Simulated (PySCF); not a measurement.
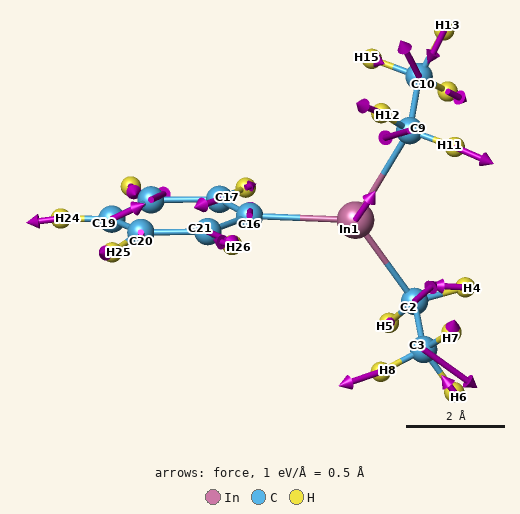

Starting geometry of C₁₀H₁₅In with the computed forces as purple arrows. Style: ball-and-stick. Shown face on.

The start comes from GFN2-xTB. Its atoms were then displaced at random by about 0.03 Å.

Computed with PBE0-D3(BJ)/def2-SVP geometry optimisation, gas phase in PySCF. 

**What follows when this structure is relaxed?**

It isn't relaxed: the largest force vector, on a C atom, is 3.38 eV/Å. The final displacements have little in common with the starting forces (cosine between the two patterns 0.02). The energy falls by 0.996 eV in 23 geometry steps. An H atom moves most after the best rigid fit: 2.52 Å. By element the largest moves are H 2.52 Å, C 1.38 Å, In 0.22 Å. Near-neighbour distances that change, for instance: C–In 2.400 → 2.183 Å, C–H 1.166 → 1.104 Å, C–H 1.051 → 1.101 Å, C–H 1.140 → 1.093 Å. Among the angles between lasting bonds that change: C–In–C 118.6° → 127.4°, C–In–C 124.1° → 116.4°, In–C–H 115.2° → 108.8°. Groups turn about C–In by about 75°, C–In by about 20°. The run took 13 min on 2 threads of AMD EPYC 7R43 64-Core Processor, on a shared host.
